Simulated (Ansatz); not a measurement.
**Run report: BSiNH$_{8}$O$_{3}$, geometry relaxation (part 1 of 2)**

BSiNH$_{8}$O$_{3}$, computed with RKS CAM-B3LYP-D4/6-31G* (Ansatz 0.2.0).

The input holds or restrains some coordinates. Forces given for the steps count only the free coordinates. It belongs to a series of runs on one base structure; here: pulled along the bonds that form and break, towards end A.

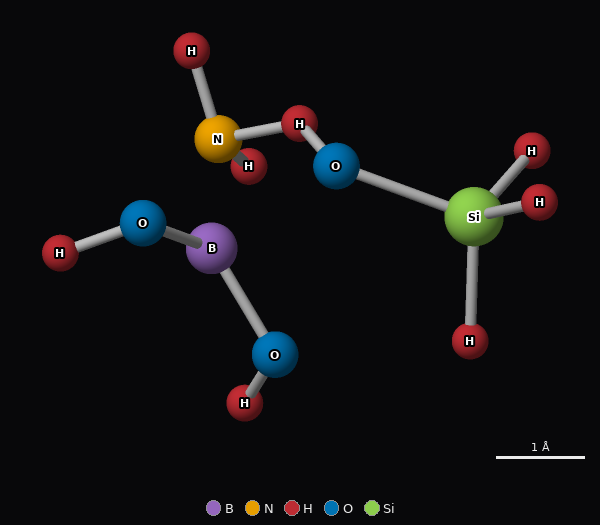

Fig. 1: The input geometry (ball-and-stick view, seen at a tilt).

### Input file
```yaml
crystal:
  periodic: [false, false, false]
  atoms:
    - { symbol: B, position_ang: [0.0, 0.0, 0.0] }
    - { symbol: "N", position_ang: [0.0, 0.0, 1.9] }
    - { symbol: H, position_ang: [-0.877, -0.2713, 2.43] }
    - { symbol: H, position_ang: [0.877, 0.2713, 2.43] }
    - { symbol: O, position_ang: [1.2211, 0.0, -0.705] }
    - { symbol: H, position_ang: [1.5209, -0.9519, -0.8599] }
    - { symbol: O, position_ang: [-1.2211, 0.0, -0.705] }
    - { symbol: H, position_ang: [-1.7308, -0.8467, -0.4965] }
    - { symbol: O, position_ang: [-0.2139, 1.6086, 0.5392] }
    - { symbol: Si, position_ang: [-1.6303, 2.498, 0.3801] }
    - { symbol: H, position_ang: [-2.6472, 1.6816, -0.2764] }
    - { symbol: H, position_ang: [-2.106, 2.8972, 1.7014] }
    - { symbol: H, position_ang: [-1.3702, 3.6891, -0.4232] }
    - { symbol: H, position_ang: [-0.1432, 1.0772, 1.5734] }
basis:
  gaussian: { orbitals: "6-31G*" }
hamiltonian:
  xc: cam_b3lyp
  dispersion: d4
relax:
  f_tol: 0.15
  max_steps: 25
  restrain:
    - { distance: [0, 8], at: 2.61, k: 30.0 }
    - { distance: [13, 1], at: 2.26, k: 30.0 }
    - { distance: [0, 1], at: 1.55, k: 30.0 }
    - { distance: [13, 8], at: 1.01, k: 30.0 }
output:
  orbitals: {}
```

Launch command:
```bash
ansatz run input.yaml --threads 4 --pin off --max-ram 5120MiB --backend cpu --events-out ev --progress --plain --runs-dir out
```

### Output
```
The last accepted step is kept in [file] (removed where the run ends without a failure and the disk answers)
Engine: ansatz 0.2.0, aarch64-unknown-linux-gnu
Functional definition: CAM-B3LYP
  parameter alpha = 0.19
  parameter beta = 0.46
  parameter omega = 0.33/bohr
  parameter ac = 0.81
  exchange = (1 - alpha - beta)*b88_x + beta*b88_x_sr(omega) + alpha*exact_x + beta*exact_x_lr(omega)
  correlation = (1 - ac)*vwn5_c + ac*lyp_c
1183 factors; integrals over basis functions are off by at most 5.4e-4 eV
429 factors; integrals over basis functions are off by at most 5.2e-7 eV
mean field evaluation 1: about -16301.2751 eV, gradient 7.9e1 eV
mean field evaluation 2: about -16295.2371 eV, gradient 1.0e2 eV
mean field evaluation 4: about -16312.3359 eV, gradient 4.2e0 eV
mean field evaluation 8: about -16312.3907 eV, gradient 1.4e-1 eV
mean field evaluation 16: about -16312.3907 eV, gradient 2.3e-5 eV
mean field -16312.39072414 eV, -599.4693021765 hartree, gradient 2.3e-5 eV, S^2 0.000000; 0 other end points of the search recorded, 0 dependent functions left out
the calculation of the forces begins
reference -16312.39084917 eV, -599.4693067714 hartree; 29, 29 occupied and 81, 81 virtual orbitals, 1183 factors
relax step   1: F+E_penalty+E_count = -16312.64350834 eV  Δ(F+E_penalty+E_count) = +0.000e0 eV  max|allowed force component| = 5.031e0 eV/Å  E_restraint = 33.34211914 eV  max|allowed force component, restraints' pulls added| = 3.410e1 eV/Å  Δτ_max = 0.0000 Å  (29 SCF iters, accepted)
  distance B 0 - O 8 = 1.7100 Å
  distance H 13 - N 1 = 1.1347 Å
  distance B 0 - N 1 = 1.9000 Å
  distance H 13 - O 8 = 1.1649 Å
these checks for a lower state are left out or cut short: starts, cluster_reference, orbital_swaps, neighbouring_geometries, increment
1183 factors; integrals over basis functions are off by at most 6.5e-4 eV
429 factors; integrals over basis functions are off by at most 5.1e-7 eV
mean field -16312.83125957 eV, -599.4854915551 hartree, gradient 2.5e-5 eV, S^2 0.000000; 0 other end points of the search recorded, 0 dependent functions left out
[... from here on the field's lines of each further geometry are left out, up to the last ...]
relax step   2: F+E_penalty+E_count = -16313.08421980 eV  Δ(F+E_penalty+E_count) = -4.407e-1 eV  max|allowed force component| = 3.193e0 eV/Å  E_restraint = 16.40924685 eV  max|allowed force component, restraints' pulls added| = 2.471e1 eV/Å  Δτ_max = 0.1947 Å  (36 SCF iters, accepted)
relax step   3: F+E_penalty+E_count = -16313.34858662 eV  Δ(F+E_penalty+E_count) = -2.644e-1 eV  max|allowed force component| = 2.855e0 eV/Å  E_restraint = 5.36028576 eV  max|allowed force component, restraints' pulls added| = 1.288e1 eV/Å  Δτ_max = 0.1948 Å  (35 SCF iters, accepted)
relax step   4: F+E_penalty+E_count = -16314.04245407 eV  Δ(F+E_penalty+E_count) = -6.939e-1 eV  max|allowed force component| = 2.493e0 eV/Å  E_restraint = 0.50442510 eV  max|allowed force component, restraints' pulls added| = 4.128e0 eV/Å  Δτ_max = 0.1946 Å  (30 SCF iters, accepted)
relax step   5: F+E_penalty+E_count = -16315.08496560 eV  Δ(F+E_penalty+E_count) = -1.043e0 eV  max|allowed force component| = 1.191e0 eV/Å  E_restraint = 0.05045356 eV  max|allowed force component, restraints' pulls added| = 1.151e0 eV/Å  Δτ_max = 0.1945 Å  (30 SCF iters, accepted)
relax step   6: F+E_penalty+E_count = -16315.52952105 eV  Δ(F+E_penalty+E_count) = -4.446e-1 eV  max|allowed force component| = 1.496e0 eV/Å  E_restraint = 0.05944792 eV  max|allowed force component, restraints' pulls added| = 1.162e0 eV/Å  Δτ_max = 0.1945 Å  (30 SCF iters, accepted)
relax step   7: F+E_penalty+E_count = -16315.68623635 eV  Δ(F+E_penalty+E_count) = -1.567e-1 eV  max|allowed force component| = 1.655e0 eV/Å  E_restraint = 0.05802944 eV  max|allowed force component, restraints' pulls added| = 8.744e-1 eV/Å  Δτ_max = 0.1999 Å  (31 SCF iters, accepted)
relax step   8: F+E_penalty+E_count = -16315.79015055 eV  Δ(F+E_penalty+E_count) = -1.039e-1 eV  max|allowed force component| = 2.057e0 eV/Å  E_restraint = 0.07314057 eV  max|allowed force component, restraints' pulls added| = 2.057e0 eV/Å  Δτ_max = 0.1902 Å  (31 SCF iters, accepted)
relax step   9: F+E_penalty+E_count = -16316.07381829 eV  Δ(F+E_penalty+E_count) = -2.837e-1 eV  max|allowed force component| = 1.648e0 eV/Å  E_restraint = 0.07327865 eV  max|allowed force component, restraints' pulls added| = 6.303e-1 eV/Å  Δτ_max = 0.2000 Å  (29 SCF iters, accepted)
relax step  10: F+E_penalty+E_count = -16316.15482243 eV  Δ(F+E_penalty+E_count) = -8.100e-2 eV  max|allowed force component| = 1.753e0 eV/Å  E_restraint = 0.05833355 eV  max|allowed force component, restraints' pulls added| = 3.706e-1 eV/Å  Δτ_max = 0.2000 Å  (30 SCF iters, accepted)
relax step  11: F+E_penalty+E_count = -16316.19162657 eV  Δ(F+E_penalty+E_count) = -3.680e-2 eV  max|allowed force component| = 1.636e0 eV/Å  E_restraint = 0.06008142 eV  max|allowed force component, restraints' pulls added| = 2.275e-1 eV/Å  Δτ_max = 0.2000 Å  (30 SCF iters, accepted)
relax step  12: F+E_penalty+E_count = -16316.21164485 eV  Δ(F+E_penalty+E_count) = -2.002e-2 eV  max|allowed force component| = 1.698e0 eV/Å  E_restraint = 0.05660771 eV  max|allowed force component, restraints' pulls added| = 1.574e-1 eV/Å  Δτ_max = 0.1998 Å  (30 SCF iters, accepted)
relax step  13: F+E_penalty+E_count = -16316.21584404 eV  Δ(F+E_penalty+E_count) = -4.199e-3 eV  max|allowed force component| = 1.671e0 eV/Å  E_restraint = 0.05448711 eV  max|allowed force component, restraints' pulls added| = 3.120e-1 eV/Å  Δτ_max = 0.1231 Å  (30 SCF iters, accepted)
relax step  14: F+E_penalty+E_count = -16316.22102392 eV  Δ(F+E_penalty+E_count) = -5.180e-3 eV  max|allowed force component| = 1.689e0 eV/Å  E_restraint = 0.05278995 eV  max|allowed force component, restraints' pulls added| = 1.679e-1 eV/Å  Δτ_max = 0.0663 Å  (29 SCF iters, accepted)
relax step  15: F+E_penalty+E_count = -16316.22421920 eV  Δ(F+E_penalty+E_count) = -3.195e-3 eV  max|allowed force component| = 1.628e0 eV/Å  E_restraint = 0.05475345 eV  max|allowed force component, restraints' pulls added| = 6.213e-1 eV/Å  Δτ_max = 0.0934 Å  (30 SCF iters, accepted)
relax step  16: F+E_penalty+E_count = -16316.23439327 eV  Δ(F+E_penalty+E_count) = -1.017e-2 eV  max|allowed force component| = 1.643e0 eV/Å  E_restraint = 0.05528716 eV  max|allowed force component, restraints' pulls added| = 1.642e-1 eV/Å  Δτ_max = 0.1269 Å  (29 SCF iters, accepted)
the calculation of the forces begins
reference -16315.99944923 eV, -599.6019203777 hartree; 29, 29 occupied and 81, 81 virtual orbitals, 1183 factors
relax step  17: F+E_penalty+E_count = -16316.23919104 eV  Δ(F+E_penalty+E_count) = -4.798e-3 eV  max|allowed force component| = 1.652e0 eV/Å  E_restraint = 0.05659095 eV  max|allowed force component, restraints' pulls added| = 8.463e-2 eV/Å  Δτ_max = 0.1320 Å  (29 SCF iters, accepted)
```

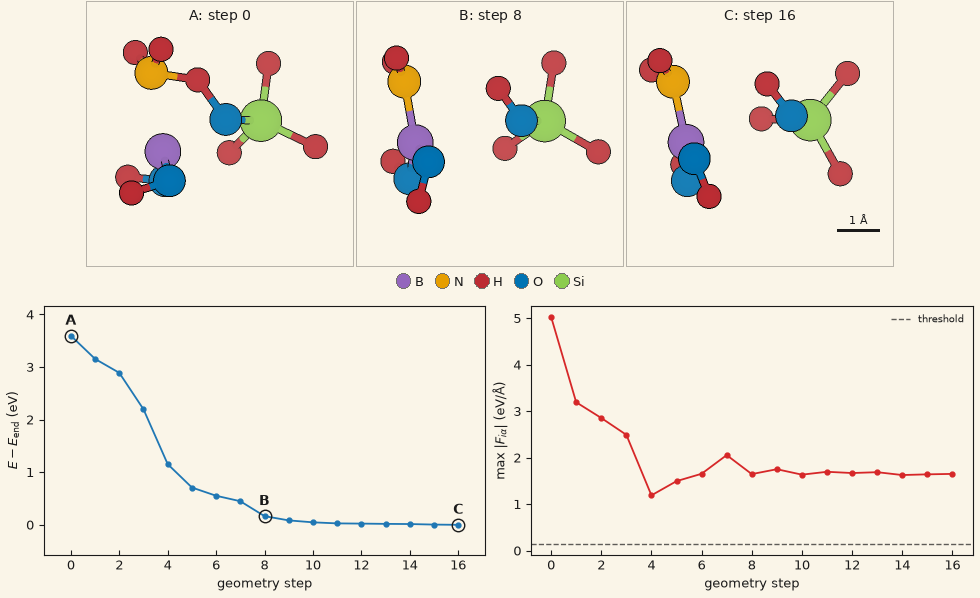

Fig. 2: Frames of the restrained relaxation (ball-and-stick view, seen at a tilt) above the curves, on which the letters mark them (the first geometry is step 0 here and step 1 in the log).

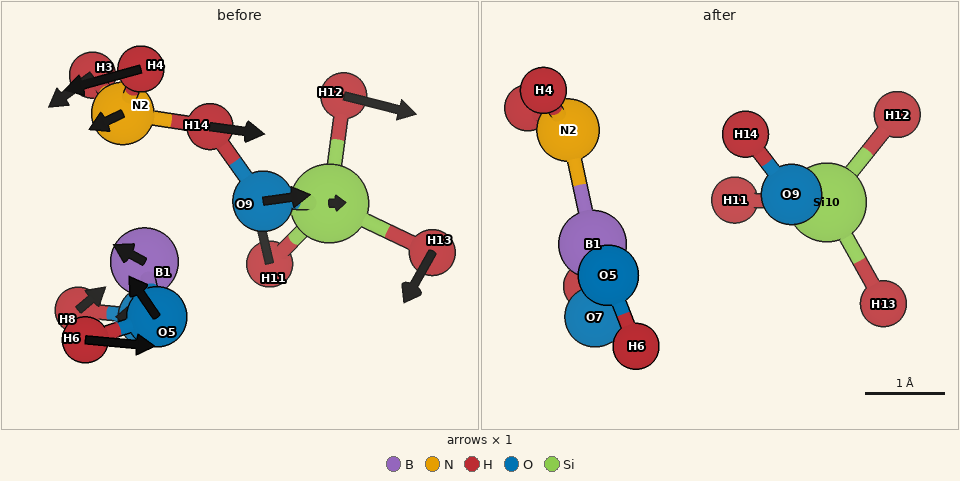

Fig. 3: Before (left) and after (right) the restrained relaxation, at one scale (ball-and-stick view, seen at a tilt). The black arrows give the displacements, at true length. The energy falls by 3.596 eV in 16 geometry steps. The largest force component goes from 5 to 1.7 eV/Å. The largest move after the best rigid fit is that of H4, 1.03 Å. Largest moves by element: H 1.03 Å, O 0.67 Å, N 0.50 Å, B 0.48 Å, Si 0.23 Å. Distances before and after: N2–H14 1.135 → 2.252 Å, B1–N2 1.900 → 1.496 Å, O9–H14 1.165 → 0.985 Å, N2–H3 1.060 → 1.011 Å. Bonds break: N2–H14 (1.13 → 2.25 Å). Among the angles that change: H3–N2–H4 120.0° → 111.5°, B1–O7–H8 109.5° → 113.7°, H11–Si10–H12 109.4° → 106.2°. (Atoms are counted from 1 in the order of the input.)

```
  distance B 0 - O 8 = 2.6214 Å
  distance H 13 - N 1 = 2.2525 Å
  distance B 0 - N 1 = 1.4955 Å
  distance H 13 - O 8 = 0.9852 Å
1183 factors; integrals over basis functions are off by at most 5.9e-4 eV
429 factors; integrals over basis functions are off by at most 5.8e-7 eV
mean field -16315.99932284 eV, -599.6019157330 hartree, gradient 1.2e-5 eV, S^2 0.000000; 1 other end points of the search recorded, 0 dependent functions left out
the calculation of the forces begins
reference -16315.99944923 eV, -599.6019203777 hartree; 29, 29 occupied and 81, 81 virtual orbitals, 1183 factors
Total energy: -16316.23931743 eV, -599.6107353712 hartree
Atom 0 at     0.124095    -0.366033     0.264463 Å, force    -0.149031    -0.486337     1.601421 eV/Å
Atom 1 at    -0.118986    -0.481600     1.735567 Å, force     0.255244     0.339884    -1.652384 eV/Å
Atom 2 at    -0.967228    -0.919350     2.067344 Å, force     0.010966     0.001084     0.001824 eV/Å
Atom 3 at     0.681942    -0.760267     2.286389 Å, force     0.002021    -0.003481     0.001695 eV/Å
Atom 4 at     1.422287    -0.269669    -0.133005 Å, force    -0.034469     0.027973    -0.005409 eV/Å
Atom 5 at     1.471273    -0.037528    -1.069378 Å, force     0.016421    -0.010808    -0.004938 eV/Å
Atom 6 at    -0.878874    -0.411008    -0.666768 Å, force    -0.049988    -0.001125    -0.014213 eV/Å
Atom 7 at    -1.763056    -0.433958    -0.282444 Å, force     0.000543     0.020879    -0.003776 eV/Å
Atom 8 at    -0.120089     2.226590     0.565542 Å, force     0.071887    -0.016896     0.666448 eV/Å
Atom 9 at    -1.687396     2.723058     0.384022 Å, force    -0.000494    -0.007437    -0.021601 eV/Å
Atom 10 at    -2.664943     1.605067     0.547814 Å, force     0.015777    -0.004150    -0.001137 eV/Å
Atom 11 at    -2.079305     3.764432     1.370551 Å, force     0.012198     0.011649     0.017233 eV/Å
Atom 12 at    -1.809316     3.275604    -0.981719 Å, force     0.001743    -0.013294    -0.010151 eV/Å
Atom 13 at     0.068896     1.737762     1.399721 Å, force    -0.152818     0.142060    -0.575012 eV/Å
Dipole moment:    -0.334351    -0.294026     0.306392 e Å
```

### Trajectory as extended XYZ (Å, eV, eV/Å), 17 frames, from step=1 to step=17
```
14
Properties=species:S:1:pos:R:3:forces:R:3 step=1 energy=-16312.64351
B     0.0000    0.0000    0.0000   -0.0428   5.0307   0.5629
N     0.0000    0.0000    1.9000    0.1887  -2.0465   1.0889
H    -0.8770   -0.2713    2.4300    1.9974  -0.0008  -0.2846
H     0.8770    0.2713    2.4300   -1.2738  -1.8053  -0.2799
O     1.2211    0.0000   -0.7050   -0.2151  -2.7967   1.2219
H     1.5209   -0.9519   -0.8599   -0.4310   1.7661   0.0964
O    -1.2211    0.0000   -0.7050   -0.5965  -4.6278   1.1219
H    -1.7308   -0.8467   -0.4965    0.5941   1.4881  -0.7475
O    -0.2139    1.6086    0.5392   -0.0546   3.1032  -2.7688
Si   -1.6303    2.4980    0.3801    1.0461  -0.6048  -0.7943
H    -2.6472    1.6816   -0.2764   -0.5938   0.1889   0.0060
H    -2.1060    2.8972    1.7014   -0.0859   0.1380   0.5997
H    -1.3702    3.6891   -0.4232   -0.0250   0.4996  -0.1732
H    -0.1432    1.0772    1.5734   -0.5079  -0.3328   0.3505
14
Properties=species:S:1:pos:R:3:forces:R:3 step=2 energy=-16313.08422
B     0.0148   -0.1044    0.0486   -0.0722   3.1935   1.1758
N     0.0304   -0.1649    1.8591    0.0107   0.0154  -0.8168
H    -0.8515   -0.2891    2.4262    1.5981  -0.1496  -0.8246
H     0.8562    0.2280    2.4196   -1.4691  -1.5469  -1.1287
O     1.2150   -0.0298   -0.6781   -0.6564  -1.6402   1.3655
H     1.5238   -0.9460   -0.8639   -0.0389   0.7903   0.0148
O    -1.2046   -0.0485   -0.6804    0.8854  -2.6685   1.4003
H    -1.7368   -0.8500   -0.5022   -0.0716   0.5076  -0.2051
O    -0.2021    1.8003    0.5710    0.9704  -0.3248   1.0384
Si   -1.6550    2.5243    0.3690   -0.0470   0.4256  -0.2603
H    -2.6562    1.6826   -0.2773   -0.5008   0.0540  -0.0598
H    -2.1097    2.9011    1.7089   -0.3453   0.2050   0.4309
H    -1.3743    3.7031   -0.4285   -0.2160   0.6465  -0.3691
H    -0.1706    1.2465    1.5160   -0.0473   0.4922  -1.7611
14
Properties=species:S:1:pos:R:3:forces:R:3 step=3 energy=-16313.34859
B     0.0276   -0.2355    0.1000   -0.0958   2.8551   1.5661
N     0.0592   -0.3305    1.8053    0.0551   0.8781  -0.4102
H    -0.8353   -0.2916    2.4072    1.7274  -0.3376  -1.6872
H     0.8339    0.2107    2.3927   -1.7989  -1.9349  -2.1340
O     1.2023   -0.0472   -0.6566   -0.8889  -1.3825   1.5879
H     1.5283   -0.9400   -0.8656    0.3115   0.2956  -0.1501
O    -1.1820   -0.0736   -0.6547    1.5429  -2.1535   1.5343
H    -1.7429   -0.8462   -0.5031   -0.5340   0.1318  -0.0032
O    -0.1950    1.9368    0.6219    1.5812  -0.4718   0.7636
Si   -1.6666    2.5383    0.3680   -0.9583   1.0108  -0.2737
H    -2.6605    1.6823   -0.2780   -0.3699   0.0034  -0.0438
H    -2.1169    2.9043    1.7136   -0.5449   0.2350   0.3799
H    -1.3785    3.7107   -0.4339   -0.3187   0.6473  -0.4423
H    -0.1942    1.4346    1.4711    0.2914   0.2231  -0.6874
14
Properties=species:S:1:pos:R:3:forces:R:3 step=4 energy=-16314.04245
B     0.0369   -0.3346    0.1720    0.1772   2.4930   1.0792
N     0.0834   -0.4778    1.7388   -0.3400   1.9051   0.1155
H    -0.7863   -0.3061    2.3322    0.9714  -0.8260  -1.6462
H     0.7798    0.1442    2.3003   -0.7634  -1.9135  -1.9785
O     1.1807   -0.0809   -0.5984   -0.1372  -1.2437   1.3464
H     1.5362   -0.9447   -0.8638    0.2806   0.2703  -0.1415
O    -1.1260   -0.1283   -0.6055    0.5108  -1.9912   1.1810
H    -1.7578   -0.8523   -0.4838   -0.4070   0.3136   0.1165
O    -0.1766    2.0957    0.6593    1.4364  -0.3305  -0.1758
Si   -1.6885    2.5741    0.3625   -0.9044   0.9635  -0.2582
H    -2.6678    1.6838   -0.2779   -0.1692  -0.0051  -0.0085
H    -2.1442    2.9156    1.7204   -0.6374   0.2241   0.2301
H    -1.3978    3.7359   -0.4546   -0.4917   0.6525  -0.4694
H    -0.1927    1.6285    1.4867    0.4740  -0.5122   0.6094
14
Properties=species:S:1:pos:R:3:forces:R:3 step=5 energy=-16315.08497
B     0.0524   -0.3011    0.1862   -0.1569   0.2238   1.1909
N     0.0628   -0.5142    1.6731   -0.0291   1.1517  -0.6885
H    -0.7914   -0.3811    2.2251    0.1581  -0.3380  -0.5512
H     0.8076   -0.0141    2.1907   -0.1875  -0.9008  -0.6937
O     1.2149   -0.1298   -0.5146    0.8157  -0.1277   0.4805
H     1.5488   -0.9785   -0.8335    0.0313   0.1424  -0.1284
O    -1.0830   -0.2520   -0.5925   -0.4608  -1.1507   0.2399
H    -1.7752   -0.8975   -0.3722    0.0421   0.5049   0.2221
O    -0.1378    2.2313    0.6801    0.2744  -0.9666   1.0011
Si   -1.6985    2.6555    0.3616   -0.2647   0.5721   0.0455
H    -2.6597    1.7162   -0.2653    0.1333  -0.0122  -0.0007
H    -2.2328    2.9614    1.7168   -0.3405   0.2112  -0.0548
H    -1.4892    3.8225   -0.5000   -0.3914   0.3208  -0.1732
H    -0.1396    1.7346    1.5327    0.3759   0.3693  -0.8895
```
